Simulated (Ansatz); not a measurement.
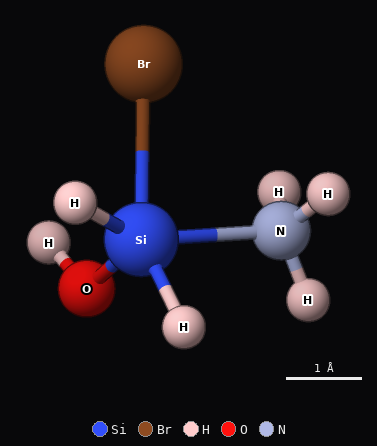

**Figure 1.** The structure as given in the input (ball-and-stick view, seen at a tilt).

**Molecular dynamics of SiNH$_{6}$BrO (part 1 of 5)**

System: SiNH$_{6}$BrO.
Method: RKS BHLYP-D4/def2-SVP (Ansatz 0.2.0).

It belongs to a series of runs on one base structure; here: dynamics from the highest image of the converged band.

The program's output
```
Engine: ansatz 0.2.0, aarch64-unknown-linux-gnu
Functional definition: BHLYP
  parameter a = 0.5
  exchange = (1 - a)*b88_x + a*exact_x
  correlation = lyp_c
1124 factors; integrals over basis functions are off by at most 5.8e-4 eV
mean field evaluation 1: about -81539.9179 eV, gradient 5.1e1 eV
mean field evaluation 2: about -81539.4759 eV, gradient 5.4e1 eV
mean field evaluation 4: about -81544.5818 eV, gradient 1.9e0 eV
mean field evaluation 8: about -81544.6119 eV, gradient 1.4e-1 eV
mean field evaluation 16: about -81544.6119 eV, gradient 7.1e-5 eV
mean field -81544.61188544 eV, -2996.7092138669 hartree, gradient 7.1e-5 eV, S^2 0.000000; 0 other end points of the search recorded, 0 dependent functions left out
the calculation of the forces begins
reference -81544.61205742 eV, -2996.7092201869 hartree; 35, 35 occupied and 73, 73 virtual orbitals, 1124 factors
md step     0: t =     0.00 fs  T =   100.0 K  F+E_penalty+E_count = -81544.89604266 eV  E_kin = 0.103408 eV  conserved = -81544.79263466 eV  (26 SCF iters)
these checks for a lower state are left out or cut short: starts, cluster_reference, orbital_swaps, neighbouring_geometries, increment
1124 factors; integrals over basis functions are off by at most 5.8e-4 eV
mean field -81544.60758619 eV, -2996.7090558721 hartree, gradient 1.4e-5 eV, S^2 0.000000; 0 other end points of the search recorded, 0 dependent functions left out
the calculation of the forces begins
reference -81544.60775831 eV, -2996.7090621975 hartree; 35, 35 occupied and 73, 73 virtual orbitals, 1124 factors
md step     1: t =     0.50 fs  T =    95.9 K  F+E_penalty+E_count = -81544.89164366 eV  E_kin = 0.099160 eV  conserved = -81544.79248346 eV  (24 SCF iters)
[... from here on the SCF iterations and repeated set-up lines of each step are left out, up to the last step ...]
md step     2: t =     1.00 fs  T =    85.4 K  F+E_penalty+E_count = -81544.88044676 eV  E_kin = 0.088265 eV  conserved = -81544.79218196 eV  (24 SCF iters)
md step     3: t =     1.50 fs  T =    72.7 K  F+E_penalty+E_count = -81544.86704102 eV  E_kin = 0.075175 eV  conserved = -81544.79186588 eV  (24 SCF iters)
md step     4: t =     2.00 fs  T =    62.5 K  F+E_penalty+E_count = -81544.85631466 eV  E_kin = 0.064657 eV  conserved = -81544.79165760 eV  (23 SCF iters)
md step     5: t =     2.50 fs  T =    57.9 K  F+E_penalty+E_count = -81544.85151826 eV  E_kin = 0.059892 eV  conserved = -81544.79162640 eV  (23 SCF iters)
md step     6: t =     3.00 fs  T =    59.4 K  F+E_penalty+E_count = -81544.85315295 eV  E_kin = 0.061382 eV  conserved = -81544.79177139 eV  (23 SCF iters)
md step     7: t =     3.50 fs  T =    64.7 K  F+E_penalty+E_count = -81544.85896650 eV  E_kin = 0.066937 eV  conserved = -81544.79202926 eV  (23 SCF iters)
md step     8: t =     4.00 fs  T =    70.3 K  F+E_penalty+E_count = -81544.86495152 eV  E_kin = 0.072653 eV  conserved = -81544.79229803 eV  (24 SCF iters)
md step     9: t =     4.50 fs  T =    72.0 K  F+E_penalty+E_count = -81544.86696993 eV  E_kin = 0.074503 eV  conserved = -81544.79246688 eV  (24 SCF iters)
md step    10: t =     5.00 fs  T =    67.7 K  F+E_penalty+E_count = -81544.86250745 eV  E_kin = 0.070057 eV  conserved = -81544.79245008 eV  (24 SCF iters)
md step    11: t =     5.50 fs  T =    57.8 K  F+E_penalty+E_count = -81544.85198643 eV  E_kin = 0.059757 eV  conserved = -81544.79222902 eV  (24 SCF iters)
md step    12: t =     6.00 fs  T =    45.5 K  F+E_penalty+E_count = -81544.83897824 eV  E_kin = 0.047090 eV  conserved = -81544.79188820 eV  (23 SCF iters)
md step    13: t =     6.50 fs  T =    36.0 K  F+E_penalty+E_count = -81544.82881680 eV  E_kin = 0.037214 eV  conserved = -81544.79160304 eV  (24 SCF iters)
md step    14: t =     7.00 fs  T =    33.2 K  F+E_penalty+E_count = -81544.82589309 eV  E_kin = 0.034348 eV  conserved = -81544.79154540 eV  (24 SCF iters)
md step    15: t =     7.50 fs  T =    38.0 K  F+E_penalty+E_count = -81544.83107658 eV  E_kin = 0.039318 eV  conserved = -81544.79175889 eV  (23 SCF iters)
md step    16: t =     8.00 fs  T =    47.4 K  F+E_penalty+E_count = -81544.84108239 eV  E_kin = 0.048965 eV  conserved = -81544.79211784 eV  (23 SCF iters)
md step    17: t =     8.50 fs  T =    56.0 K  F+E_penalty+E_count = -81544.85036089 eV  E_kin = 0.057943 eV  conserved = -81544.79241743 eV  (25 SCF iters)
md step    18: t =     9.00 fs  T =    59.7 K  F+E_penalty+E_count = -81544.85419894 eV  E_kin = 0.061689 eV  conserved = -81544.79250974 eV  (25 SCF iters)
md step    19: t =     9.50 fs  T =    56.7 K  F+E_penalty+E_count = -81544.85102195 eV  E_kin = 0.058647 eV  conserved = -81544.79237448 eV  (24 SCF iters)
md step    20: t =    10.00 fs  T =    49.0 K  F+E_penalty+E_count = -81544.84278332 eV  E_kin = 0.050684 eV  conserved = -81544.79209951 eV  (24 SCF iters)
md step    21: t =    10.50 fs  T =    40.5 K  F+E_penalty+E_count = -81544.83366420 eV  E_kin = 0.041848 eV  conserved = -81544.79181668 eV  (27 SCF iters)
md step    22: t =    11.00 fs  T =    35.2 K  F+E_penalty+E_count = -81544.82803650 eV  E_kin = 0.036396 eV  conserved = -81544.79164018 eV  (24 SCF iters)
md step    23: t =    11.50 fs  T =    35.8 K  F+E_penalty+E_count = -81544.82865742 eV  E_kin = 0.037028 eV  conserved = -81544.79162940 eV  (24 SCF iters)
md step    24: t =    12.00 fs  T =    42.5 K  F+E_penalty+E_count = -81544.83570675 eV  E_kin = 0.043927 eV  conserved = -81544.79177926 eV  (24 SCF iters)
md step    25: t =    12.50 fs  T =    53.0 K  F+E_penalty+E_count = -81544.84684533 eV  E_kin = 0.054813 eV  conserved = -81544.79203203 eV  (24 SCF iters)
md step    26: t =    13.00 fs  T =    63.7 K  F+E_penalty+E_count = -81544.85812821 eV  E_kin = 0.065830 eV  conserved = -81544.79229840 eV  (25 SCF iters)
md step    27: t =    13.50 fs  T =    70.6 K  F+E_penalty+E_count = -81544.86543689 eV  E_kin = 0.072957 eV  conserved = -81544.79247947 eV  (24 SCF iters)
md step    28: t =    14.00 fs  T =    71.1 K  F+E_penalty+E_count = -81544.86605597 eV  E_kin = 0.073564 eV  conserved = -81544.79249193 eV  (24 SCF iters)
md step    29: t =    14.50 fs  T =    65.4 K  F+E_penalty+E_count = -81544.85995429 eV  E_kin = 0.067648 eV  conserved = -81544.79230595 eV  (24 SCF iters)
md step    30: t =    15.00 fs  T =    56.3 K  F+E_penalty+E_count = -81544.85017030 eV  E_kin = 0.058184 eV  conserved = -81544.79198639 eV  (24 SCF iters)
md step    31: t =    15.50 fs  T =    48.4 K  F+E_penalty+E_count = -81544.84172236 eV  E_kin = 0.050029 eV  conserved = -81544.79169385 eV  (24 SCF iters)
md step    32: t =    16.00 fs  T =    46.0 K  F+E_penalty+E_count = -81544.83912001 eV  E_kin = 0.047517 eV  conserved = -81544.79160321 eV  (24 SCF iters)
md step    33: t =    16.50 fs  T =    50.3 K  F+E_penalty+E_count = -81544.84374146 eV  E_kin = 0.051965 eV  conserved = -81544.79177661 eV  (24 SCF iters)
md step    34: t =    17.00 fs  T =    58.8 K  F+E_penalty+E_count = -81544.85292761 eV  E_kin = 0.060820 eV  conserved = -81544.79210737 eV  (24 SCF iters)
md step    35: t =    17.50 fs  T =    66.9 K  F+E_penalty+E_count = -81544.86158527 eV  E_kin = 0.069187 eV  conserved = -81544.79239807 eV  (24 SCF iters)
md step    36: t =    18.00 fs  T =    70.3 K  F+E_penalty+E_count = -81544.86516211 eV  E_kin = 0.072664 eV  conserved = -81544.79249821 eV  (24 SCF iters)
md step    37: t =    18.50 fs  T =    67.3 K  F+E_penalty+E_count = -81544.86197695 eV  E_kin = 0.069596 eV  conserved = -81544.79238096 eV  (24 SCF iters)
md step    38: t =    19.00 fs  T =    59.6 K  F+E_penalty+E_count = -81544.85370965 eV  E_kin = 0.061583 eV  conserved = -81544.79212650 eV  (24 SCF iters)
md step    39: t =    19.50 fs  T =    50.6 K  F+E_penalty+E_count = -81544.84422579 eV  E_kin = 0.052367 eV  conserved = -81544.79185861 eV  (25 SCF iters)
md step    40: t =    20.00 fs  T =    44.5 K  F+E_penalty+E_count = -81544.83766785 eV  E_kin = 0.045982 eV  conserved = -81544.79168551 eV  (24 SCF iters)
md step    41: t =    20.50 fs  T =    43.6 K  F+E_penalty+E_count = -81544.83674376 eV  E_kin = 0.045079 eV  conserved = -81544.79166491 eV  (24 SCF iters)
md step    42: t =    21.00 fs  T =    48.3 K  F+E_penalty+E_count = -81544.84178972 eV  E_kin = 0.049995 eV  conserved = -81544.79179441 eV  (23 SCF iters)
md step    43: t =    21.50 fs  T =    56.8 K  F+E_penalty+E_count = -81544.85078164 eV  E_kin = 0.058759 eV  conserved = -81544.79202231 eV  (24 SCF iters)
md step    44: t =    22.00 fs  T =    65.6 K  F+E_penalty+E_count = -81544.86015014 eV  E_kin = 0.067884 eV  conserved = -81544.79226658 eV  (26 SCF iters)
md step    45: t =    22.50 fs  T =    71.2 K  F+E_penalty+E_count = -81544.86609521 eV  E_kin = 0.073660 eV  conserved = -81544.79243516 eV  (24 SCF iters)
md step    46: t =    23.00 fs  T =    71.2 K  F+E_penalty+E_count = -81544.86605673 eV  E_kin = 0.073608 eV  conserved = -81544.79244894 eV  (24 SCF iters)
md step    47: t =    23.50 fs  T =    65.4 K  F+E_penalty+E_count = -81544.85993701 eV  E_kin = 0.067660 eV  conserved = -81544.79227724 eV  (24 SCF iters)
md step    48: t =    24.00 fs  T =    56.6 K  F+E_penalty+E_count = -81544.85051546 eV  E_kin = 0.058539 eV  conserved = -81544.79197630 eV  (24 SCF iters)
md step    49: t =    24.50 fs  T =    49.1 K  F+E_penalty+E_count = -81544.84250246 eV  E_kin = 0.050810 eV  conserved = -81544.79169285 eV  (24 SCF iters)
md step    50: t =    25.00 fs  T =    47.1 K  F+E_penalty+E_count = -81544.84026366 eV  E_kin = 0.048672 eV  conserved = -81544.79159206 eV  (24 SCF iters)
md step    51: t =    25.50 fs  T =    51.8 K  F+E_penalty+E_count = -81544.84533490 eV  E_kin = 0.053593 eV  conserved = -81544.79174156 eV  (23 SCF iters)
md step    52: t =    26.00 fs  T =    61.3 K  F+E_penalty+E_count = -81544.85542307 eV  E_kin = 0.063368 eV  conserved = -81544.79205474 eV  (24 SCF iters)
md step    53: t =    26.50 fs  T =    70.9 K  F+E_penalty+E_count = -81544.86570210 eV  E_kin = 0.073349 eV  conserved = -81544.79235359 eV  (24 SCF iters)
md step    54: t =    27.00 fs  T =    76.4 K  F+E_penalty+E_count = -81544.87149752 eV  E_kin = 0.079008 eV  conserved = -81544.79248924 eV  (24 SCF iters)
md step    55: t =    27.50 fs  T =    75.6 K  F+E_penalty+E_count = -81544.87058925 eV  E_kin = 0.078172 eV  conserved = -81544.79241712 eV  (24 SCF iters)
md step    56: t =    28.00 fs  T =    69.4 K  F+E_penalty+E_count = -81544.86396495 eV  E_kin = 0.071771 eV  conserved = -81544.79219378 eV  (24 SCF iters)
md step    57: t =    28.50 fs  T =    61.0 K  F+E_penalty+E_count = -81544.85500294 eV  E_kin = 0.063074 eV  conserved = -81544.79192922 eV  (24 SCF iters)
md step    58: t =    29.00 fs  T =    54.2 K  F+E_penalty+E_count = -81544.84778078 eV  E_kin = 0.056047 eV  conserved = -81544.79173372 eV  (23 SCF iters)
md step    59: t =    29.50 fs  T =    51.9 K  F+E_penalty+E_count = -81544.84534175 eV  E_kin = 0.053664 eV  conserved = -81544.79167804 eV  (24 SCF iters)
md step    60: t =    30.00 fs  T =    54.9 K  F+E_penalty+E_count = -81544.84856307 eV  E_kin = 0.056788 eV  conserved = -81544.79177465 eV  (24 SCF iters)
md step    61: t =    30.50 fs  T =    61.8 K  F+E_penalty+E_count = -81544.85593855 eV  E_kin = 0.063957 eV  conserved = -81544.79198158 eV  (25 SCF iters)
md step    62: t =    31.00 fs  T =    69.6 K  F+E_penalty+E_count = -81544.86423546 eV  E_kin = 0.072015 eV  conserved = -81544.79222036 eV  (24 SCF iters)
md step    63: t =    31.50 fs  T =    74.8 K  F+E_penalty+E_count = -81544.86974866 eV  E_kin = 0.077351 eV  conserved = -81544.79239778 eV  (24 SCF iters)
md step    64: t =    32.00 fs  T =    74.8 K  F+E_penalty+E_count = -81544.86979083 eV  E_kin = 0.077361 eV  conserved = -81544.79242975 eV  (24 SCF iters)
md step    65: t =    32.50 fs  T =    69.4 K  F+E_penalty+E_count = -81544.86400016 eV  E_kin = 0.071724 eV  conserved = -81544.79227625 eV  (24 SCF iters)
md step    66: t =    33.00 fs  T =    60.9 K  F+E_penalty+E_count = -81544.85490530 eV  E_kin = 0.062924 eV  conserved = -81544.79198100 eV  (27 SCF iters)
md step    67: t =    33.50 fs  T =    53.7 K  F+E_penalty+E_count = -81544.84716546 eV  E_kin = 0.055483 eV  conserved = -81544.79168267 eV  (24 SCF iters)
md step    68: t =    34.00 fs  T =    52.1 K  F+E_penalty+E_count = -81544.84540077 eV  E_kin = 0.053847 eV  conserved = -81544.79155333 eV  (24 SCF iters)
md step    69: t =    34.50 fs  T =    57.9 K  F+E_penalty+E_count = -81544.85158532 eV  E_kin = 0.059901 eV  conserved = -81544.79168397 eV  (24 SCF iters)
md step    70: t =    35.00 fs  T =    69.3 K  F+E_penalty+E_count = -81544.86370052 eV  E_kin = 0.071691 eV  conserved = -81544.79200980 eV  (24 SCF iters)
md step    71: t =    35.50 fs  T =    81.6 K  F+E_penalty+E_count = -81544.87671903 eV  E_kin = 0.084367 eV  conserved = -81544.79235174 eV  (24 SCF iters)
md step    72: t =    36.00 fs  T =    89.7 K  F+E_penalty+E_count = -81544.88531459 eV  E_kin = 0.092779 eV  conserved = -81544.79253536 eV  (25 SCF iters)
md step    73: t =    36.50 fs  T =    91.0 K  F+E_penalty+E_count = -81544.88654719 eV  E_kin = 0.094061 eV  conserved = -81544.79248616 eV  (24 SCF iters)
md step    74: t =    37.00 fs  T =    85.9 K  F+E_penalty+E_count = -81544.88106380 eV  E_kin = 0.088815 eV  conserved = -81544.79224831 eV  (24 SCF iters)
md step    75: t =    37.50 fs  T =    77.9 K  F+E_penalty+E_count = -81544.87247025 eV  E_kin = 0.080527 eV  conserved = -81544.79194331 eV  (24 SCF iters)
md step    76: t =    38.00 fs  T =    71.3 K  F+E_penalty+E_count = -81544.86547000 eV  E_kin = 0.073764 eV  conserved = -81544.79170639 eV  (24 SCF iters)
md step    77: t =    38.50 fs  T =    69.7 K  F+E_penalty+E_count = -81544.86375168 eV  E_kin = 0.072121 eV  conserved = -81544.79163034 eV  (24 SCF iters)
md step    78: t =    39.00 fs  T =    74.3 K  F+E_penalty+E_count = -81544.86851683 eV  E_kin = 0.076782 eV  conserved = -81544.79173527 eV  (23 SCF iters)
md step    79: t =    39.50 fs  T =    83.3 K  F+E_penalty+E_count = -81544.87813890 eV  E_kin = 0.086168 eV  conserved = -81544.79197116 eV  (24 SCF iters)
md step    80: t =    40.00 fs  T =    93.5 K  F+E_penalty+E_count = -81544.88893493 eV  E_kin = 0.096691 eV  conserved = -81544.79224362 eV  (24 SCF iters)
md step    81: t =    40.50 fs  T =   100.8 K  F+E_penalty+E_count = -81544.89666478 eV  E_kin = 0.104220 eV  conserved = -81544.79244455 eV  (25 SCF iters)
md step    82: t =    41.00 fs  T =   102.3 K  F+E_penalty+E_count = -81544.89825479 eV  E_kin = 0.105772 eV  conserved = -81544.79248242 eV  (24 SCF iters)
md step    83: t =    41.50 fs  T =    97.6 K  F+E_penalty+E_count = -81544.89322784 eV  E_kin = 0.100909 eV  conserved = -81544.79231839 eV  (24 SCF iters)
md step    84: t =    42.00 fs  T =    89.2 K  F+E_penalty+E_count = -81544.88425256 eV  E_kin = 0.092248 eV  conserved = -81544.79200440 eV  (24 SCF iters)
md step    85: t =    42.50 fs  T =    81.8 K  F+E_penalty+E_count = -81544.87625820 eV  E_kin = 0.084568 eV  conserved = -81544.79169011 eV  (24 SCF iters)
md step    86: t =    43.00 fs  T =    79.8 K  F+E_penalty+E_count = -81544.87409605 eV  E_kin = 0.082540 eV  conserved = -81544.79155630 eV  (23 SCF iters)
md step    87: t =    43.50 fs  T =    85.2 K  F+E_penalty+E_count = -81544.87980170 eV  E_kin = 0.088107 eV  conserved = -81544.79169515 eV  (24 SCF iters)
md step    88: t =    44.00 fs  T =    95.9 K  F+E_penalty+E_count = -81544.89123477 eV  E_kin = 0.099202 eV  conserved = -81544.79203311 eV  (23 SCF iters)
md step    89: t =    44.50 fs  T =   107.2 K  F+E_penalty+E_count = -81544.90319963 eV  E_kin = 0.110823 eV  conserved = -81544.79237633 eV  (27 SCF iters)
md step    90: t =    45.00 fs  T =   114.0 K  F+E_penalty+E_count = -81544.91037810 eV  E_kin = 0.117839 eV  conserved = -81544.79253939 eV  (25 SCF iters)
md step    91: t =    45.50 fs  T =   113.8 K  F+E_penalty+E_count = -81544.91017517 eV  E_kin = 0.117725 eV  conserved = -81544.79244978 eV  (25 SCF iters)
md step    92: t =    46.00 fs  T =   108.0 K  F+E_penalty+E_count = -81544.90388355 eV  E_kin = 0.111716 eV  conserved = -81544.79216728 eV  (24 SCF iters)
md step    93: t =    46.50 fs  T =   100.5 K  F+E_penalty+E_count = -81544.89581143 eV  E_kin = 0.103977 eV  conserved = -81544.79183481 eV  (24 SCF iters)
md step    94: t =    47.00 fs  T =    96.2 K  F+E_penalty+E_count = -81544.89109040 eV  E_kin = 0.099487 eV  conserved = -81544.79160307 eV  (24 SCF iters)
md step    95: t =    47.50 fs  T =    98.4 K  F+E_penalty+E_count = -81544.89332681 eV  E_kin = 0.101762 eV  conserved = -81544.79156515 eV  (24 SCF iters)
md step    96: t =    48.00 fs  T =   107.7 K  F+E_penalty+E_count = -81544.90312671 eV  E_kin = 0.111401 eV  conserved = -81544.79172551 eV  (24 SCF iters)
md step    97: t =    48.50 fs  T =   121.8 K  F+E_penalty+E_count = -81544.91799971 eV  E_kin = 0.125990 eV  conserved = -81544.79200972 eV  (24 SCF iters)
md step    98: t =    49.00 fs  T =   136.6 K  F+E_penalty+E_count = -81544.93350749 eV  E_kin = 0.141205 eV  conserved = -81544.79230275 eV  (25 SCF iters)
md step    99: t =    49.50 fs  T =   147.6 K  F+E_penalty+E_count = -81544.94508210 eV  E_kin = 0.152592 eV  conserved = -81544.79248998 eV  (24 SCF iters)
md step   100: t =    50.00 fs  T =   152.2 K  F+E_penalty+E_count = -81544.94984872 eV  E_kin = 0.157357 eV  conserved = -81544.79249159 eV  (25 SCF iters)
md step   101: t =    50.50 fs  T =   150.4 K  F+E_penalty+E_count = -81544.94787116 eV  E_kin = 0.155577 eV  conserved = -81544.79229456 eV  (25 SCF iters)
md step   102: t =    51.00 fs  T =   145.4 K  F+E_penalty+E_count = -81544.94230926 eV  E_kin = 0.150333 eV  conserved = -81544.79197592 eV  (24 SCF iters)
md step   103: t =    51.50 fs  T =   141.6 K  F+E_penalty+E_count = -81544.93815492 eV  E_kin = 0.146462 eV  conserved = -81544.79169256 eV  (23 SCF iters)
md step   104: t =    52.00 fs  T =   143.3 K  F+E_penalty+E_count = -81544.93978689 eV  E_kin = 0.148180 eV  conserved = -81544.79160735 eV  (24 SCF iters)
md step   105: t =    52.50 fs  T =   151.6 K  F+E_penalty+E_count = -81544.94850264 eV  E_kin = 0.156721 eV  conserved = -81544.79178142 eV  (25 SCF iters)
md step   106: t =    53.00 fs  T =   163.9 K  F+E_penalty+E_count = -81544.96162130 eV  E_kin = 0.169501 eV  conserved = -81544.79212070 eV  (24 SCF iters)
md step   107: t =    53.50 fs  T =   175.5 K  F+E_penalty+E_count = -81544.97391736 eV  E_kin = 0.181483 eV  conserved = -81544.79243406 eV  (24 SCF iters)
md step   108: t =    54.00 fs  T =   181.8 K  F+E_penalty+E_count = -81544.98052227 eV  E_kin = 0.187966 eV  conserved = -81544.79255644 eV  (25 SCF iters)
md step   109: t =    54.50 fs  T =   180.9 K  F+E_penalty+E_count = -81544.97947638 eV  E_kin = 0.187041 eV  conserved = -81544.79243499 eV  (24 SCF iters)
md step   110: t =    55.00 fs  T =   174.5 K  F+E_penalty+E_count = -81544.97257265 eV  E_kin = 0.180430 eV  conserved = -81544.79214228 eV  (24 SCF iters)
md step   111: t =    55.50 fs  T =   166.8 K  F+E_penalty+E_count = -81544.96428395 eV  E_kin = 0.172461 eV  conserved = -81544.79182256 eV  (24 SCF iters)
md step   112: t =    56.00 fs  T =   162.4 K  F+E_penalty+E_count = -81544.95954458 eV  E_kin = 0.167926 eV  conserved = -81544.79161850 eV  (26 SCF iters)
md step   113: t =    56.50 fs  T =   164.3 K  F+E_penalty+E_count = -81544.96152478 eV  E_kin = 0.169916 eV  conserved = -81544.79160861 eV  (24 SCF iters)
md step   114: t =    57.00 fs  T =   172.7 K  F+E_penalty+E_count = -81544.97038568 eV  E_kin = 0.178604 eV  conserved = -81544.79178133 eV  (24 SCF iters)
md step   115: t =    57.50 fs  T =   185.1 K  F+E_penalty+E_count = -81544.98344239 eV  E_kin = 0.191392 eV  conserved = -81544.79205025 eV  (24 SCF iters)
md step   116: t =    58.00 fs  T =   197.5 K  F+E_penalty+E_count = -81544.99649076 eV  E_kin = 0.204190 eV  conserved = -81544.79230124 eV  (24 SCF iters)
md step   117: t =    58.50 fs  T =   206.1 K  F+E_penalty+E_count = -81545.00560437 eV  E_kin = 0.213169 eV  conserved = -81544.79243584 eV  (24 SCF iters)
md step   118: t =    59.00 fs  T =   209.2 K  F+E_penalty+E_count = -81545.00870572 eV  E_kin = 0.216307 eV  conserved = -81544.79239886 eV  (24 SCF iters)
md step   119: t =    59.50 fs  T =   207.2 K  F+E_penalty+E_count = -81545.00643952 eV  E_kin = 0.214244 eV  conserved = -81544.79219516 eV  (25 SCF iters)
md step   120: t =    60.00 fs  T =   203.2 K  F+E_penalty+E_count = -81545.00206423 eV  E_kin = 0.210165 eV  conserved = -81544.79189954 eV  (24 SCF iters)
md step   121: t =    60.50 fs  T =   201.7 K  F+E_penalty+E_count = -81545.00023056 eV  E_kin = 0.208585 eV  conserved = -81544.79164544 eV  (25 SCF iters)
md step   122: t =    61.00 fs  T =   206.3 K  F+E_penalty+E_count = -81545.00488924 eV  E_kin = 0.213321 eV  conserved = -81544.79156869 eV  (24 SCF iters)
```
